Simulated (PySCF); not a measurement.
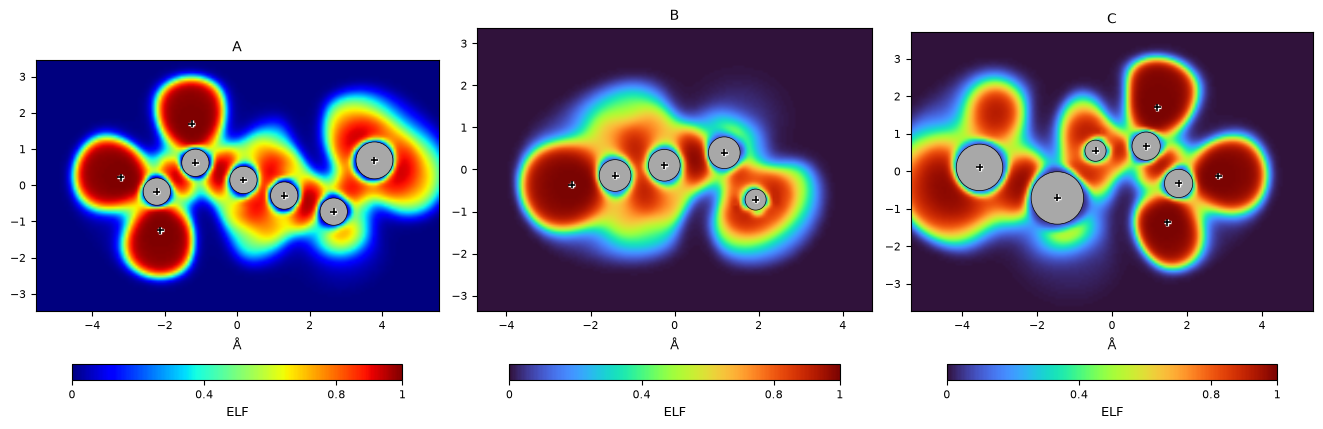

The ELF of 3 systems, each on a plane through atoms (crosses mark nuclei in the plane; grey discs cover the cores).

Method: PBE0/def2-SVPD, SCF density, gas phase in PySCF.

System 1: C₃HF₃ (SMILES C#CC(F)(F)F), the plane of atoms C2, C3 and F5. Geometry: GFN2-xTB.

```csv
atom,x (Å),y (Å),z (Å)
C,1.7471,-0.1376,0.0138
C,0.5548,-0.0434,0.0019
C,-0.8985,0.0718,-0.0129
F,-1.4467,-0.6295,-1.0164
F,-1.4489,-0.3792,1.1240
F,-1.2990,1.3434,-0.1618
H,2.7946,-0.2205,0.0243
```

System 2: C₂H₆BrOPSi, the plane of atoms C1, C2 and H9. Geometry: GFN2-xTB.

```yaml
atoms:
  - { symbol: C, position_ang: [-2.2536, 0.1406, -0.1713] }
  - { symbol: C, position_ang: [-1.2603, 0.9821, 0.0308] }
  - { symbol: O, position_ang: [0.0197, 0.6461, 0.3258] }
  - { symbol: Si, position_ang: [0.8060, -0.7603, 0.4849] }
  - { symbol: P, position_ang: [2.9529, -0.2908, 0.8738] }
  - { symbol: Br, position_ang: [0.6511, -1.8989, -1.4159] }
  - { symbol: H, position_ang: [-2.1227, -0.9260, -0.1236] }
  - { symbol: H, position_ang: [-3.2360, 0.5048, -0.4031] }
  - { symbol: H, position_ang: [-1.3752, 2.0572, -0.0208] }
  - { symbol: H, position_ang: [0.1944, -1.6316, 1.4801] }
  - { symbol: H, position_ang: [2.7139, 0.2078, 2.1411] }
  - { symbol: H, position_ang: [2.9110, 0.9683, 0.3017] }
```

System 3: C₅H₅Cl (SMILES C=CC#CCCl), the plane of atoms C2, C1 and H8. Geometry: GFN2-xTB.

```json
{"atom": "C", "x (Å)": "2.5560", "y (Å)": "-0.1137", "z (Å)": "0.0513"}
{"atom": "C", "x (Å)": "1.4726", "y (Å)": "-0.0941", "z (Å)": "0.8191"}
{"atom": "C", "x (Å)": "0.1595", "y (Å)": "-0.0171", "z (Å)": "0.3126"}
{"atom": "C", "x (Å)": "-0.9528", "y (Å)": "0.0456", "z (Å)": "-0.1457"}
{"atom": "C", "x (Å)": "-2.3056", "y (Å)": "0.1242", "z (Å)": "-0.6225"}
{"atom": "Cl", "x (Å)": "-3.4664", "y (Å)": "0.1295", "z (Å)": "0.7633"}
{"atom": "H", "x (Å)": "2.4865", "y (Å)": "-0.0704", "z (Å)": "-1.0228"}
{"atom": "H", "x (Å)": "3.5437", "y (Å)": "-0.1747", "z (Å)": "0.4745"}
{"atom": "H", "x (Å)": "1.5459", "y (Å)": "-0.1366", "z (Å)": "1.8989"}
{"atom": "H", "x (Å)": "-2.5590", "y (Å)": "-0.7396", "z (Å)": "-1.2396"}
{"atom": "H", "x (Å)": "-2.4750", "y (Å)": "1.0496", "z (Å)": "-1.1754"}
```

Which map belongs to which system?

Answer. Panel A is system 3, C₅H₅Cl: the plane holds C, Cl and H. C–C (1.20 Å): the ELF peaks at about 0.85 between the atoms (a short, multiple covalent bond). Panel B is system 1, C₃HF₃: the plane holds C, F and H. C–C (1.20 Å): the ELF peaks at about 0.80 between the atoms; a short, multiple covalent bond. Panel C is system 2, C₂H₆BrOPSi: the plane holds C, O, Si, P and H. C–C (1.32 Å): the ELF peaks at about 0.95 between the atoms: a multiple bond.
